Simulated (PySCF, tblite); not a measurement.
**C₄H₇F: dynamics, then NMR shifts and electronic excitations on frames**

Aim: move C₄H₇F (`C/C=C(/C)F`) away from its starting geometry and see how NMR shifts and electronic excitations follow the geometry.

Programs: tblite 0.8.0 and PySCF 2.14.0, with density-fitted response routines of our own. Each step states its level of theory. These are calculated values for one molecule in the gas phase, unless marked as measured. Atoms are numbered from 0 throughout.

### 1 The molecule as given

12 atoms, charge 0, multiplicity 1; geometry from: GFN2-xTB.

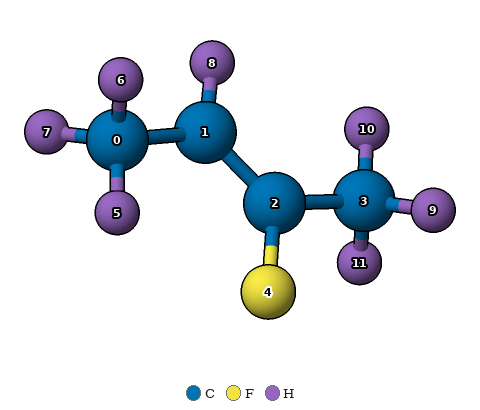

The starting geometry (carbon blue, fluorine yellow, hydrogen purple), atoms numbered.

### 2 Dynamics with GFN2-xTB

The job: settings as JSON, then the geometry in Å.

```
{"job": {"kind": "md", "xc": "GFN2-xTB", "basis": "xTB", "temperature": 300, "steps": 2000, "every": 50, "frames": 5}, "charge": 0, "multiplicity": 1}
C      1.941185     0.125964     0.250157
C      0.553190    -0.413825     0.147744
C     -0.536182     0.310643    -0.049540
C     -1.945744    -0.160427    -0.160863
F     -0.434159     1.662335    -0.175746
H      1.945389     1.206421     0.137092
H      2.372084    -0.130627     1.217670
H      2.571886    -0.313733    -0.522124
H      0.440484    -1.482790     0.244547
H     -2.555199     0.307236     0.612128
H     -1.994174    -1.239032    -0.054892
H     -2.357563     0.127147    -1.128069
```

With the program's defaults for keys left out, this is: GFN2-xTB Langevin dynamics, gas phase.

On the command line:

```sh
OMP_NUM_THREADS=1 python probes_run.py task.json out
```

One launch serves the whole session: the jobs run in the order shown.

Output:

```text
t/fs     T/K      E/eV
    0.0   261.5   -458.31920
   25.0   156.5   -457.99235
   50.0   317.4   -457.98916
   75.0   260.8   -457.99096
  100.0   287.6   -458.09931
  125.0   205.2   -458.05420
  150.0   169.0   -458.04853
  175.0   207.3   -458.13399
  200.0   204.7   -458.03810
  225.0   195.0   -458.01185
  250.0   195.5   -457.95532
  275.0   268.5   -458.04696
  300.0   291.6   -457.98063
  325.0   307.3   -458.05447
  350.0   215.3   -457.77045
  375.0   207.2   -457.93796
  400.0   302.5   -457.96566
  425.0   320.5   -458.01393
  450.0   236.0   -457.74450
  475.0   333.5   -457.81194
  500.0   337.6   -457.87052
  525.0   310.7   -458.03091
  550.0   292.3   -457.94839
  575.0   306.4   -457.84846
  600.0   215.1   -457.61828
  625.0   392.3   -457.79850
  650.0   336.9   -457.82668
  675.0   361.7   -457.91564
  700.0   274.6   -457.74352
  725.0   228.5   -458.00779
  750.0   291.6   -458.06325
  775.0   297.6   -457.95393
  800.0   308.6   -457.77153
  825.0   346.8   -457.74547
  850.0   330.1   -457.96582
  875.0   334.8   -458.09317
  900.0   222.7   -458.02848
  925.0   191.7   -457.84294
  950.0   247.2   -457.93925
  975.0   266.5   -457.96803
 1000.0   224.2   -457.93136
```

Wall time 16 s (1 thread of Intel Xeon at 2.70GHz, shared host); peak memory 0.18 GiB.

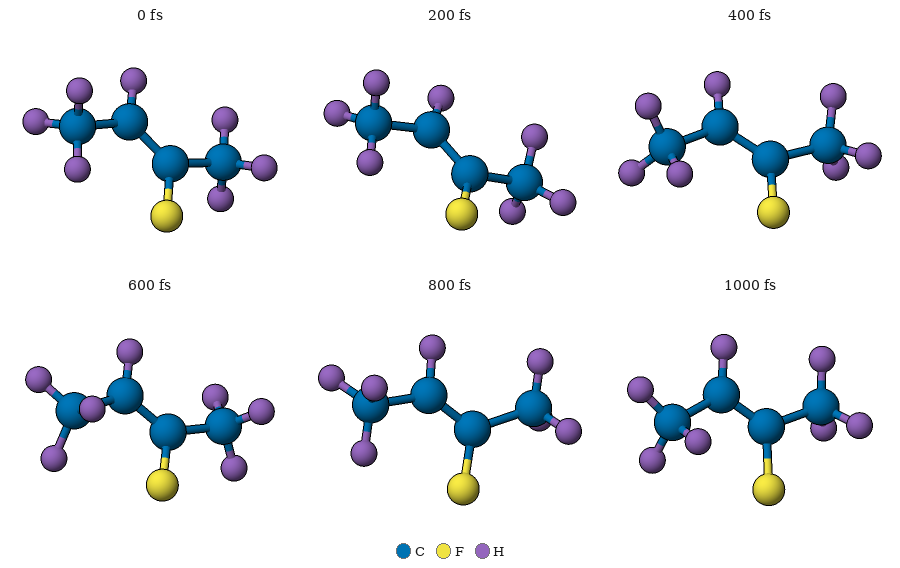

Frames of the run.

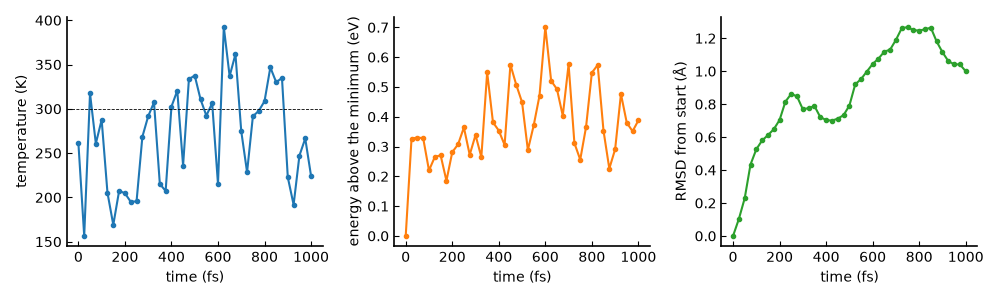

Temperature, potential energy and distance from the start.

Positions (Å) and forces (eV/Å) at 1000 fs:

```xyz
12

C     1.469    0.484    0.911    0.034   -0.294    1.443
C     0.297   -0.429    1.121    1.744   -0.090   -0.048
C    -0.904    0.009    0.933   -1.916    2.074   -0.624
C    -2.173   -0.682    1.211   -0.926    1.345   -0.326
F    -1.123    1.359    0.478    0.423   -1.862    0.463
H     1.509    0.925   -0.051    0.219   -0.148   -1.066
H     1.196    1.316    1.546    0.478    0.519    0.421
H     2.427    0.064    1.254   -0.489    0.136   -0.415
H     0.407   -1.399    1.565    0.241   -0.202   -0.156
H    -1.978   -1.580    1.747   -0.147   -0.619    0.186
H    -2.725   -0.820    0.278    0.094   -0.400    0.091
H    -2.808    0.015    1.792    0.246   -0.458    0.031
```

### 3 Nuclear shieldings: 250 fs, PBE0/pcSseg-1

The job: settings as JSON, then the geometry in Å.

```
{"job": {"kind": "nmr", "xc": "PBE0", "basis": "pcSseg-1", "pop": false}, "charge": 0, "multiplicity": 1}
C      1.476500     0.221300     0.338200
C     -0.021800    -0.086900     0.246300
C     -1.029400     0.739300     0.495300
C     -2.516100     0.547300     0.355400
F     -0.779700     2.073300     0.673300
H      1.547900     1.250300     0.478800
H      1.939500    -0.468900     1.059400
H      1.871000    -0.176100    -0.574000
H     -0.317300    -1.087700     0.034000
H     -2.834800    -0.464600     0.145800
H     -2.995400     1.273400    -0.300200
H     -2.888800     0.820900     1.374200
```

Method: GIAO PBE0/pcSseg-1 NMR shielding, non-relativistic, gas phase.

Output:

```text
coarse grid: 9776 points
cycle   1  E = -256.0433976550  dE =  4.346e-01  |g| = 5.098e-01  |ddm| = 2.897e+00
cycle   2  E = -256.0134435436  dE =  2.995e-02  |g| = 6.700e-01  |ddm| = 7.995e-01
cycle   3  E = -256.0942758519  dE = -8.083e-02  |g| = 8.429e-02  |ddm| = 4.635e-01
cycle   4  E = -256.0958409891  dE = -1.565e-03  |g| = 2.905e-02  |ddm| = 8.934e-02
cycle   5  E = -256.0960287231  dE = -1.877e-04  |g| = 9.614e-03  |ddm| = 2.641e-02
cycle   6  E = -256.0960454083  dE = -1.669e-05  |g| = 3.259e-03  |ddm| = 9.912e-03
cycle   7  E = -256.0960476968  dE = -2.288e-06  |g| = 3.256e-04  |ddm| = 2.651e-03
final grid: 94040 points
cycle   8  E = -256.1336588227  dE = -3.325e-05  |g| = 6.968e-03  |ddm| = 2.549e-02
cycle   9  E = -256.1336553292  dE =  3.494e-06  |g| = 8.454e-03  |ddm| = 1.176e-02
cycle  10  E = -256.1336704492  dE = -1.512e-05  |g| = 1.221e-03  |ddm| = 6.341e-03
cycle  11  E = -256.1336706768  dE = -2.276e-07  |g| = 1.596e-04  |ddm| = 9.771e-04
cycle  12  E = -256.1336706804  dE = -3.606e-09  |g| = 6.069e-05  |ddm| = 1.332e-04
cycle  13  E = -256.1336706812  dE = -7.693e-10  |g| = 2.384e-05  |ddm| = 6.161e-05
converged SCF energy = -256.1336706812

GIAO shielding tensors (ppm)
atom      isotropic    diamagn.    paramagn.     s11        s22        s33       span
  0 C      176.209     248.024     -71.815    152.656    187.225    188.745     36.089
  1 C       77.278     259.291    -182.012    -22.785    101.829    152.791    175.577
  2 C       19.344     251.952    -232.608    -78.058     66.167     69.924    147.982
  3 C      164.449     246.546     -82.097    146.049    158.154    189.145     43.096
  4 F      273.919     477.321    -203.402    161.377    285.555    374.824    213.447
  5 H       29.938      31.094      -1.156     24.899     30.708     34.207      9.308
  6 H       29.806      28.826       0.980     25.422     27.387     36.609     11.187
  7 H       30.552      30.592      -0.039     25.952     28.541     37.164     11.213
  8 H       27.342      34.954      -7.613     24.604     26.603     30.818      6.214
  9 H       30.034      29.414       0.621     26.180     28.612     35.312      9.132
 10 H       29.496      28.037       1.459     25.855     27.429     35.204      9.349
 11 H       28.932      26.371       2.561     25.205     27.293     34.298      9.092
```

Run time: 25 s. Hardware: 1 thread of Intel Xeon at 2.70GHz, shared host; peak memory 0.54 GiB.

Shifts follow as δ = σ(reference) − σ, with reference shieldings (ppm) from runs at the same level and on the same kind of geometry: 1H TMS 31.72, 13C TMS 186.9, 19F CFCl3 170.9. The references are single molecules in the gas phase, so shifts against H2O, NH3, PH3, H3PO4 or CFCl3 are not on the usual liquid scales and can be off by tens of ppm. Each atom is listed at this fixed geometry, with no averaging over motion; a spectrum would average atoms that exchange fast.

```tsv
atoms	environment	σ (ppm)	δ (ppm)
C2	fully substituted alkene carbon	19.3	167.6
C1	alkene CH	77.3	109.6
C3	allylic methyl carbon	164.4	22.5
C0	allylic methyl carbon	176.2	10.7
H8	hydrogen on an alkene CH	27.34	4.38
H11	hydrogen on an allylic methyl carbon	28.93	2.79
H10	hydrogen on an allylic methyl carbon	29.50	2.22
H6	hydrogen on an allylic methyl carbon	29.81	1.91
H5	hydrogen on an allylic methyl carbon	29.94	1.78
H9	hydrogen on an allylic methyl carbon	30.03	1.68
H7	hydrogen on an allylic methyl carbon	30.55	1.16
F4	vinylic fluorine	273.9	-103.0
```

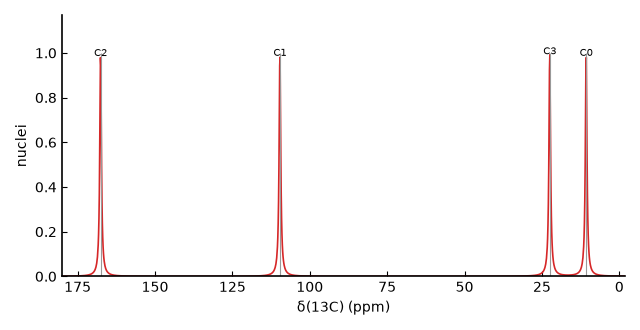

13C lines at the computed shifts, without couplings. Lines are broadened to a width of 0.63 ppm (Lorentzian).

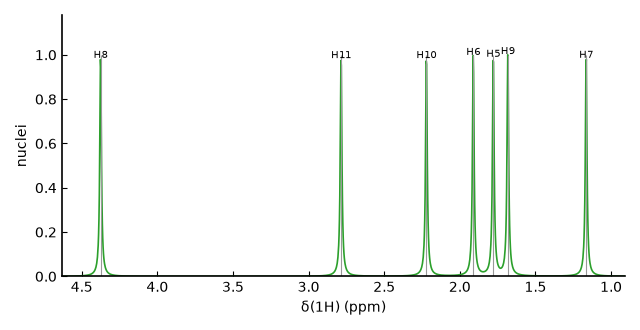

1H lines at the computed shifts, without couplings. Lines are broadened to a width of 0.01 ppm (Lorentzian).

The fields below are evaluated on a grid from the run's orbitals.

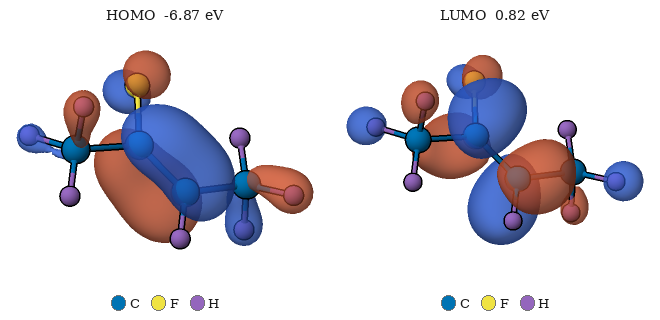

Frontier orbitals at PBE0/pcSseg-1; each surface holds 70 % of the orbital's density, blue and red mark the sign.

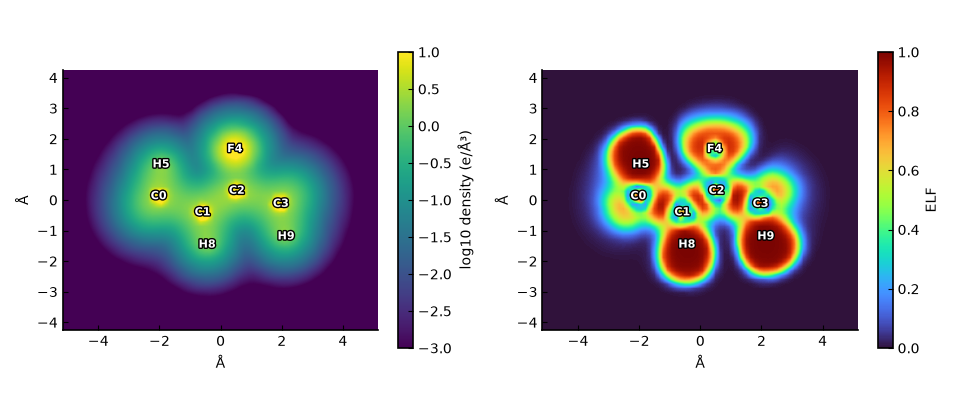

Density (left) and ELF (right) in a plane through or near 8 of the atoms.

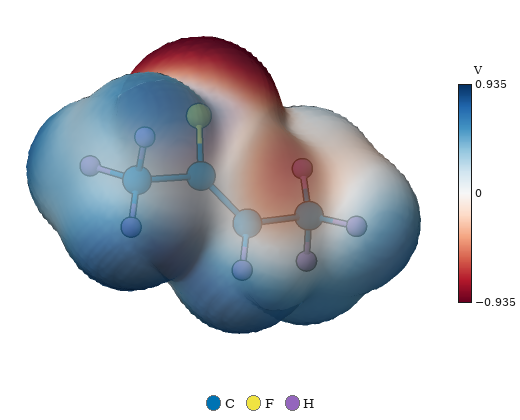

The potential that a unit positive charge feels on the 0.002 e/bohr³ surface, from the 1st to the 99th percentile, from -0.94 V near F4 to 0.87 V near H9.

### 4 Excited states and response: 250 fs, PBE0/def2-SVPD

Settings changed since step 3:

```diff
@@ -1,2 +1,2 @@
-{"job": {"kind": "nmr", "xc": "PBE0", "basis": "pcSseg-1", "pop": false}, "charge": 0, "multiplicity": 1}
+{"job": {"kind": "uv", "xc": "PBE0", "basis": "def2-SVPD", "nstates": 5, "ntriplets": 0}, "charge": 0, "multiplicity": 1}
 C      1.476500     0.221300     0.338200
```

With the program's defaults for keys left out, this is: TDDFT PBE0/def2-SVPD, vertical, gas phase, core orbitals frozen in the response.

Output:

```text
coarse grid: 9776 points
cycle   1  E = -255.9005345114  dE =  3.913e-01  |g| = 4.747e-01  |ddm| = 4.978e+00
cycle   2  E = -255.8715038113  dE =  2.903e-02  |g| = 6.262e-01  |ddm| = 1.123e+00
cycle   3  E = -255.9475619397  dE = -7.606e-02  |g| = 8.131e-02  |ddm| = 6.718e-01
cycle   4  E = -255.9490456653  dE = -1.484e-03  |g| = 2.714e-02  |ddm| = 1.568e-01
cycle   5  E = -255.9492151294  dE = -1.695e-04  |g| = 9.002e-03  |ddm| = 4.656e-02
cycle   6  E = -255.9492298166  dE = -1.469e-05  |g| = 3.420e-03  |ddm| = 1.453e-02
cycle   7  E = -255.9492324395  dE = -2.623e-06  |g| = 2.549e-04  |ddm| = 4.609e-03
final grid: 94040 points
cycle   8  E = -255.9869876190  dE = -3.006e-05  |g| = 6.987e-03  |ddm| = 8.870e-02
cycle   9  E = -255.9869831515  dE =  4.468e-06  |g| = 8.690e-03  |ddm| = 2.143e-02
cycle  10  E = -255.9869992462  dE = -1.609e-05  |g| = 1.212e-03  |ddm| = 1.056e-02
cycle  11  E = -255.9869995058  dE = -2.596e-07  |g| = 1.337e-04  |ddm| = 1.266e-03
cycle  12  E = -255.9869995085  dE = -2.692e-09  |g| = 6.611e-05  |ddm| = 2.975e-04
cycle  13  E = -255.9869995095  dE = -9.263e-10  |g| = 2.638e-05  |ddm| = 1.193e-04
converged SCF energy = -255.9869995095

Static polarisability (au): isotropic 52.262, principal 39.980 46.543 70.262

Singlet excitations
state   eV       nm        f      main configurations
  1   6.3684    194.7   0.01228   H->L 0.66, H->L+1 0.31
  2   7.1396    173.7   0.00157   H->L+2 0.97
  3   7.4056    167.4   0.48245   H->L+1 0.61, H->L 0.30
  4   7.6691    161.7   0.03031   H->L+3 0.95
  5   8.2174    150.9   0.02182   H->L+4 0.88
```

It took 34 s on 1 thread of Intel Xeon at 2.70GHz, shared host; peak memory 0.69 GiB.

Frontier orbitals and where they lie:

```tsv
orbital	eV	atoms
HOMO−3	-11.14	C3 31 %, F4 19 %, H11 16 %
HOMO−2	-10.54	F4 28 %, C1 24 %, C0 14 %
HOMO−1	-10.05	C0 18 %, C3 18 %, F4 18 %
HOMO	-6.93	C1 34 %, C2 30 %, F4 11 %
LUMO	0.57	C2 25 %, C1 23 %, C3 11 %
LUMO+1	0.91	C1 22 %, C2 20 %, C3 14 %
LUMO+2	1.31	C0 21 %, C3 18 %, H6 9 %
```

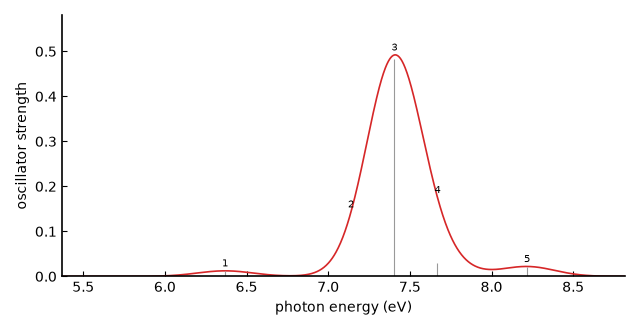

Absorption spectrum from the 5 singlet states computed; above the last one it falls off for lack of states. Lines are broadened to a width of 0.40 eV (Gaussian).

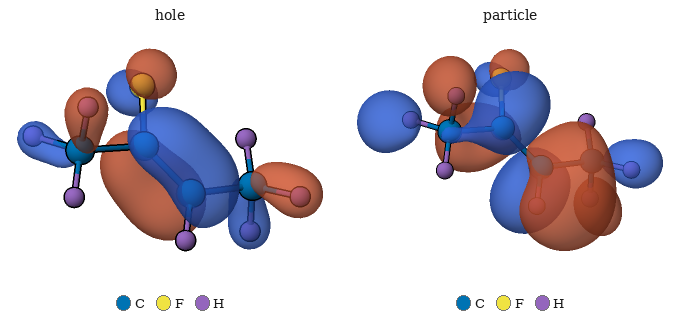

Leading natural transition orbitals of singlet state 3: the electron leaves the hole (left) for the particle orbital (right).

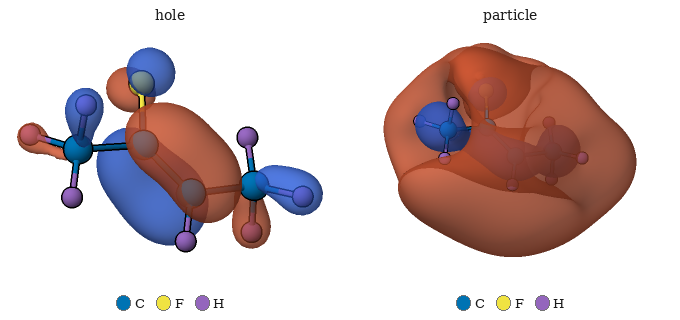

Leading natural transition orbitals of singlet state 1: the electron leaves the hole (left) for the particle orbital (right).

Further results of this job:

```tsv
property	computed
dipole moment (D)	1.62
polarisability (Å³)	7.74
HOMO–LUMO gap (eV)	7.49
−ε(HOMO) (eV)	6.93
```

### 5 NMR shieldings: 425 fs, PBE0/pcSseg-1

The job: settings as JSON, then the geometry in Å.

```
{"job": {"kind": "nmr", "xc": "PBE0", "basis": "pcSseg-1", "pop": false}, "charge": 0, "multiplicity": 1}
C      1.287500     0.676300     0.612000
C      0.009900    -0.106600     0.614800
C     -1.173500     0.480000     0.779900
C     -2.496700    -0.074300     1.090800
F     -1.211900     1.823400     0.635600
H      1.295300     1.693900     1.040300
H      2.019900     0.110400     1.145500
H      1.725300     0.746200    -0.394500
H      0.130800    -1.170200     0.650500
H     -2.555300    -1.068500     1.494800
H     -3.131300    -0.088500     0.234600
H     -2.986900     0.533900     1.801900
```

Level: GIAO PBE0/pcSseg-1 NMR shielding, non-relativistic, gas phase.

Output:

```text
coarse grid: 9776 points
cycle   1  E = -256.0468622327  dE =  5.305e-01  |g| = 5.147e-01  |ddm| = 2.927e+00
cycle   2  E = -256.0194749027  dE =  2.739e-02  |g| = 6.580e-01  |ddm| = 8.098e-01
cycle   3  E = -256.0992636612  dE = -7.979e-02  |g| = 8.969e-02  |ddm| = 4.657e-01
cycle   4  E = -256.1010477846  dE = -1.784e-03  |g| = 3.081e-02  |ddm| = 9.356e-02
cycle   5  E = -256.1012573534  dE = -2.096e-04  |g| = 1.013e-02  |ddm| = 2.826e-02
cycle   6  E = -256.1012754797  dE = -1.813e-05  |g| = 3.111e-03  |ddm| = 1.065e-02
cycle   7  E = -256.1012775064  dE = -2.027e-06  |g| = 2.987e-04  |ddm| = 2.567e-03
final grid: 94040 points
cycle   8  E = -256.1374954681  dE = -3.011e-05  |g| = 7.369e-03  |ddm| = 2.373e-02
cycle   9  E = -256.1374910662  dE =  4.402e-06  |g| = 9.060e-03  |ddm| = 1.246e-02
cycle  10  E = -256.1375083583  dE = -1.729e-05  |g| = 1.214e-03  |ddm| = 6.837e-03
cycle  11  E = -256.1375085883  dE = -2.299e-07  |g| = 1.493e-04  |ddm| = 1.038e-03
cycle  12  E = -256.1375085907  dE = -2.462e-09  |g| = 8.482e-05  |ddm| = 1.636e-04
cycle  13  E = -256.1375085924  dE = -1.670e-09  |g| = 1.896e-05  |ddm| = 7.484e-05
cycle  14  E = -256.1375085925  dE = -8.237e-11  |g| = 4.874e-06  |ddm| = 1.645e-05
converged SCF energy = -256.1375085925

GIAO shielding tensors (ppm)
atom      isotropic    diamagn.    paramagn.     s11        s22        s33       span
  0 C      174.361     246.240     -71.880    160.060    173.963    189.059     29.000
  1 C       78.546     255.878    -177.332    -21.457    104.229    152.865    174.322
  2 C       19.836     249.850    -230.013    -84.672     69.580     74.600    159.272
  3 C      174.263     245.843     -71.580    157.523    166.502    198.763     41.240
  4 F      266.003     476.638    -210.635    176.784    263.875    357.350    180.565
  5 H       29.282      28.982       0.300     24.975     28.778     34.095      9.120
  6 H       30.888      30.020       0.868     26.185     28.869     37.609     11.424
  7 H       29.860      29.798       0.061     25.579     27.097     36.904     11.325
  8 H       26.932      33.468      -6.535     24.170     26.531     30.096      5.926
  9 H       30.331      29.044       1.288     26.286     28.673     36.035      9.749
 10 H       30.316      28.701       1.615     26.164     27.824     36.958     10.794
 11 H       30.867      27.346       3.521     26.813     29.057     36.731      9.918
```

Run time: 17 s. Hardware: 1 thread of Intel Xeon at 2.70GHz, shared host; peak memory 0.58 GiB.

Key values: δ C2 167.1, C1 108.4, C3 12.7, C0 12.6, H8 4.78, H5 2.43 ppm.

### 6 Ultraviolet spectrum: 425 fs, PBE0/def2-SVPD

Settings changed since step 5:

```diff
@@ -1,2 +1,2 @@
-{"job": {"kind": "nmr", "xc": "PBE0", "basis": "pcSseg-1", "pop": false}, "charge": 0, "multiplicity": 1}
+{"job": {"kind": "uv", "xc": "PBE0", "basis": "def2-SVPD", "nstates": 5, "ntriplets": 0}, "charge": 0, "multiplicity": 1}
 C      1.287500     0.676300     0.612000
```

Level: TDDFT PBE0/def2-SVPD, vertical, gas phase, core orbitals frozen in the response.

Output:

```text
coarse grid: 9776 points
cycle   1  E = -255.9036692519  dE =  4.873e-01  |g| = 4.812e-01  |ddm| = 5.083e+00
cycle   2  E = -255.8770552309  dE =  2.661e-02  |g| = 6.170e-01  |ddm| = 1.198e+00
cycle   3  E = -255.9523916126  dE = -7.534e-02  |g| = 8.711e-02  |ddm| = 6.679e-01
cycle   4  E = -255.9541142369  dE = -1.723e-03  |g| = 2.896e-02  |ddm| = 1.662e-01
cycle   5  E = -255.9543038570  dE = -1.896e-04  |g| = 9.825e-03  |ddm| = 4.717e-02
cycle   6  E = -255.9543213677  dE = -1.751e-05  |g| = 3.228e-03  |ddm| = 1.510e-02
cycle   7  E = -255.9543236426  dE = -2.275e-06  |g| = 2.413e-04  |ddm| = 4.395e-03
final grid: 94040 points
cycle   8  E = -255.9904777289  dE = -2.832e-05  |g| = 7.227e-03  |ddm| = 1.087e-01
cycle   9  E = -255.9904728519  dE =  4.877e-06  |g| = 8.986e-03  |ddm| = 2.389e-02
cycle  10  E = -255.9904903167  dE = -1.746e-05  |g| = 1.191e-03  |ddm| = 1.085e-02
cycle  11  E = -255.9904905666  dE = -2.499e-07  |g| = 1.376e-04  |ddm| = 1.183e-03
cycle  12  E = -255.9904905690  dE = -2.361e-09  |g| = 8.430e-05  |ddm| = 3.634e-04
cycle  13  E = -255.9904905706  dE = -1.674e-09  |g| = 2.040e-05  |ddm| = 1.307e-04
cycle  14  E = -255.9904905707  dE = -1.016e-10  |g| = 4.565e-06  |ddm| = 4.119e-05
converged SCF energy = -255.9904905707

Static polarisability (au): isotropic 51.571, principal 39.499 47.035 68.178

Singlet excitations
state   eV       nm        f      main configurations
  1   6.3378    195.6   0.01158   H->L+1 0.72, H->L 0.25
  2   6.9231    179.1   0.16242   H->L 0.41, H->L+2 0.35, H->L+1 0.21
  3   7.2050    172.1   0.25801   H->L+2 0.63, H->L 0.29
  4   7.5062    165.2   0.01189   H->L+3 0.98
  5   8.2257    150.7   0.03061   H->L+4 0.97
```

Run time: 27 s. Hardware: 1 thread of Intel Xeon at 2.70GHz, shared host; peak memory 0.7 GiB.

In short: HOMO -6.81 eV, LUMO 0.53 eV; lowest singlet 6.34 eV.

(Part 1 of 2 ends here.)
